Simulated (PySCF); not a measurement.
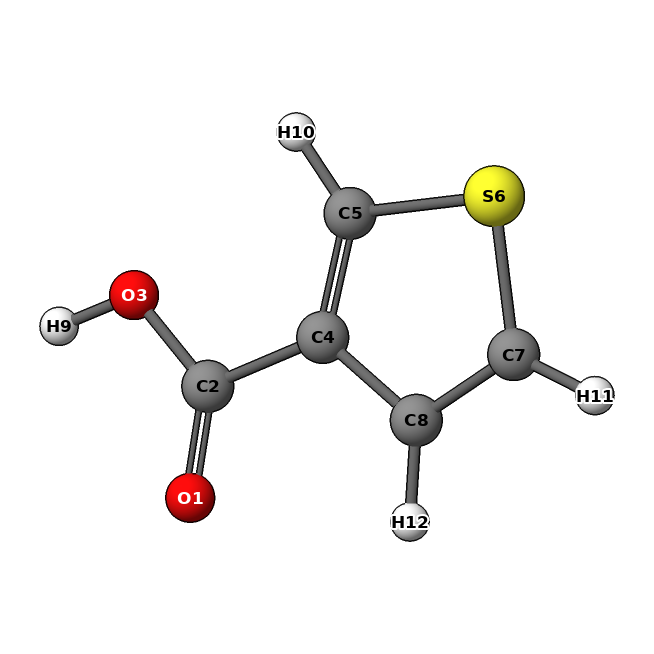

The questions are on Mulliken spin populations. State: charge +1, doublet. The computed structure is the end point of a GFN2-xTB optimisation. No frequency run is at hand to confirm it as a minimum. Properties computed with UKS B3LYP, pcH-1 on C H O S, non-relativistic (PySCF 2.14.0).

List the Mulliken spin populations.

| atom | value (e) |
| --- | --- |
| O1 | −0.02 |
| C2 | 0.01 |
| O3 | 0.01 |
| C4 | −0.13 |
| C5 | 0.49 |
| S6 | 0.01 |
| C7 | 0.37 |
| C8 | 0.32 |
| H9 | 0.00 |
| H10 | −0.02 |
| H11 | −0.02 |
| H12 | −0.01 |

Mulliken values depend strongly on the basis set.
